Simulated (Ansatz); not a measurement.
System: CaMgH$_{4}$.

```
Ca Mg H
1.0
     3.62499   -0.00177    0.00110
    -1.81404    3.14072   -0.00053
     0.00506    0.00000   16.93995
Ca Mg H
3 3 12
Direct
  0.00000 0.00000 0.00034
  0.66667 0.33333 0.33367
  0.33333 0.66667 0.66701
  0.33333 0.66667 0.16701
  0.00000 0.00000 0.50034
  0.66666 0.33334 0.83367
  0.33363 0.66670 0.28484
  0.00030 0.00003 0.61818
  0.66696 0.33336 0.95151
  0.66674 0.33334 0.20109
  0.33341 0.66667 0.53442
  0.00008 0.00001 0.86776
  0.99992 0.99999 0.13292
  0.66659 0.33332 0.46626
  0.33325 0.66666 0.79959
  0.33304 0.66663 0.04917
  0.99971 0.99997 0.38250
  0.66637 0.33330 0.71584
```

Space group R-3m; a structure from a database of computed crystals, not necessarily the ambient phase; started from the BaSrI4-166 prototype, which need not be the ambient phase; changed on purpose from its base cell (shaken).

Level of theory: DFT, PBEsol, plane waves, PAW (Ansatz 0.2.0).

> What will maps of the valence pseudo-density and electron localisation function show?

Mg–H (2.00 Å): ρ at the midpoint is about 0.19 e/Å³; the ELF climbs to about 1 towards the hydrogen; an ionic contact to a hydride ion.
Ca–H (2.25 Å): ρ at the midpoint is about 0.25 e/Å³; the ELF climbs to about 1 towards the hydrogen (a hydride-like H with a filled shell, bound largely ionically).

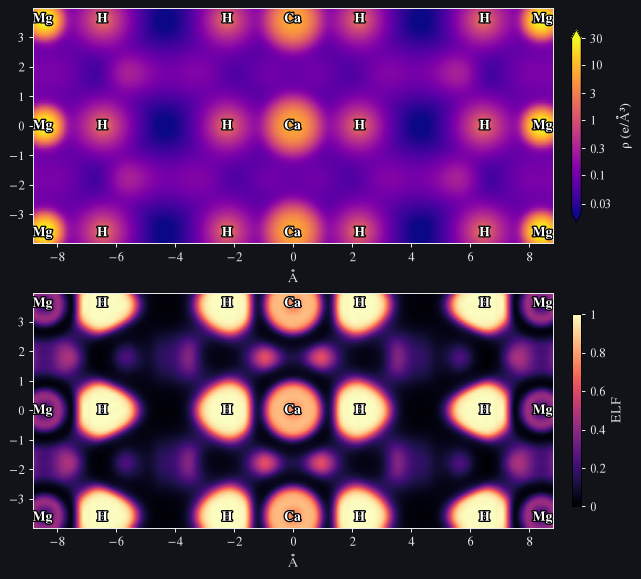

Computed valence pseudo-density and electron localisation function on the (11̄0) plane of the conventional cell, in this order. 

Core electrons are frozen (PAW), and the valence fields are smoothed inside the atomic spheres.
